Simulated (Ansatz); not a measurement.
C11b MoSi2, treated with BLYP (Ansatz, an electronic-structure program, plane waves, PAW).

Numerical settings: plane-wave cutoff 520 eV, 24×24×24 k mesh, Fermi–Dirac smearing 0.05 eV, no spin polarisation, scalar-relativistic PAW data made under PBE.

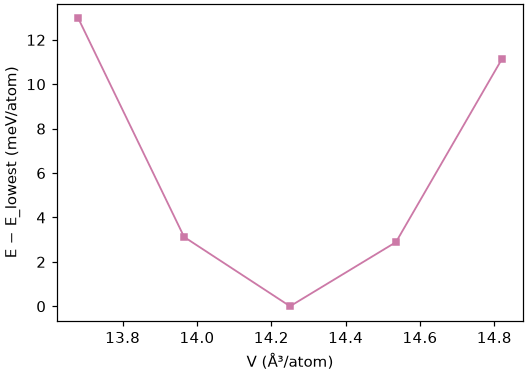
Figure: Total energy against volume

Question: From the curve, estimate the equilibrium volume and the bulk modulus.

Answer: V0 ≈ 14.3 Å³/atom and B0 ≈ 170 GPa; the fit gives V0 = 14.250 Å³/atom, B0 = 169 GPa, B′ = 4.7.

Shape and atoms are relaxed at each volume.

Measured, for comparison: bulk modulus 222 ± 2 GPa (room temperature, no zero-point or thermal correction, B' = 4; as tabulated in Structural stability of MoSi2 and Mo5Si3 under high pressure, Chin. Phys. B 26 …). Computed (rounded) less measured: bulk modulus -24 %.

Note: the bulk modulus comes from volumes at which shape and atoms were relaxed.

The computed numbers hold no vibrational or temperature effects.

Computing time: about 19 core-minutes (a rough figure).
